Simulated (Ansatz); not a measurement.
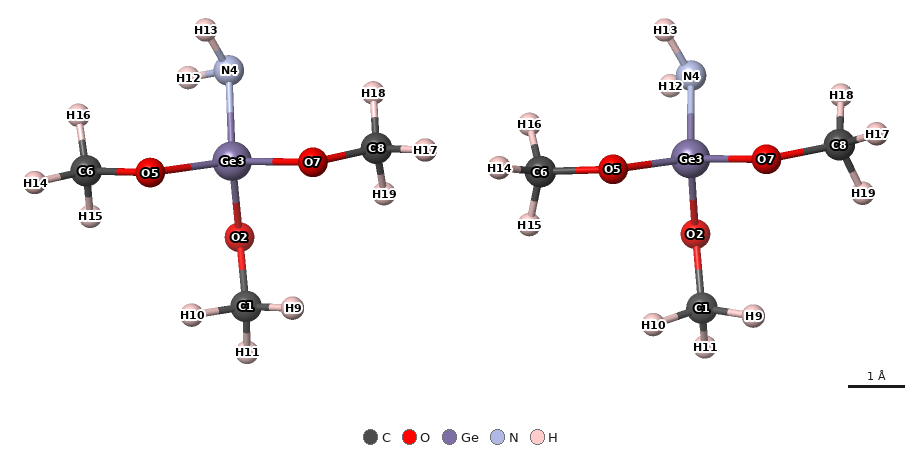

Two geometries of C₃H₁₁GeNO₃ (coarse preliminary run), drawn at one scale. One is the start of a relaxation, the other its converged end. Style: ball-and-stick. Shown face on.

Level of theory: RKS PBE-D4/def2-SVP (Ansatz 0.2.0). (force threshold 0.03 eV/Å; at most 200 steps)

### Which of the two is the end point?

The right one is the relaxed one. The start comes from a force field. The energy falls by 0.691 eV in 9 geometry steps. The largest force component goes from 3.5 to 0.024 eV/Å. H15 moves most after the best rigid fit: 0.67 Å. By element the largest moves are H 0.67 Å, C 0.33 Å, N 0.33 Å, O 0.14 Å, Ge 0.08 Å. Near-neighbour distances that change, for instance: C1–H9 1.034 → 1.114 Å, N4–H12 1.098 → 1.025 Å, Ge3–O7 1.845 → 1.780 Å, C8–H19 1.158 → 1.116 Å. Bond angles that change, for instance: Ge3–O7–C8 106.9° → 118.0°, O2–Ge3–N4 113.0° → 103.2°, Ge3–O5–C6 108.0° → 117.7°.
